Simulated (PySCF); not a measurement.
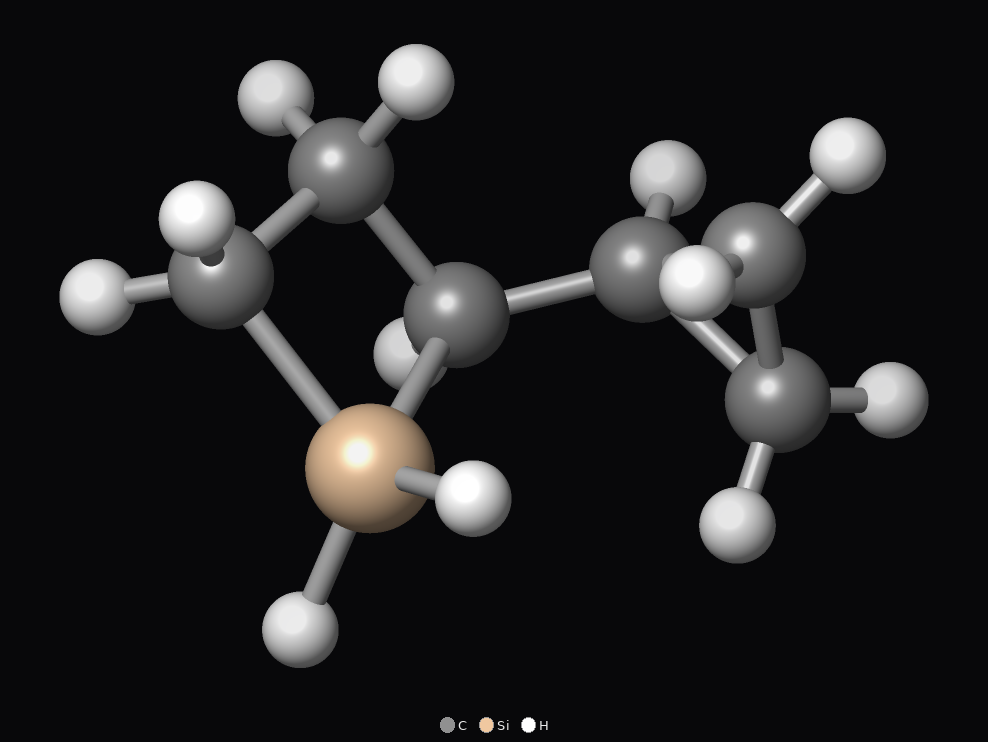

The computed structure is the end point of a GFN2-xTB optimisation. No frequency run is at hand to confirm it as a minimum. Method: PBE0/def2-SVPD, gas phase (PySCF 2.14.0). Excitations: vertical, linear response.

What does the calculation give?

The species is C6H12Si (`C1C[C@@H](C2CC2)[SiH2]1`).
- dipole moment: 0.42 D
- HOMO energy (Kohn–Sham orbital): −7.57 eV
- LUMO energy (Kohn–Sham orbital): 0.25 eV
- HOMO–LUMO gap: 7.82 eV
- mean static polarisability: 91.9 bohr³
- lowest vertical singlet excitation: 6.63 eV
- its oscillator strength: 0.021
- brightest of the 6 lowest singlets: 7.38 eV
- its oscillator strength: 0.04

The geometry is semi-empirical. Around Si such bond lengths and angles can be off by a tenth of an ångström or more and by several degrees, and values that hang on the shape move with them.
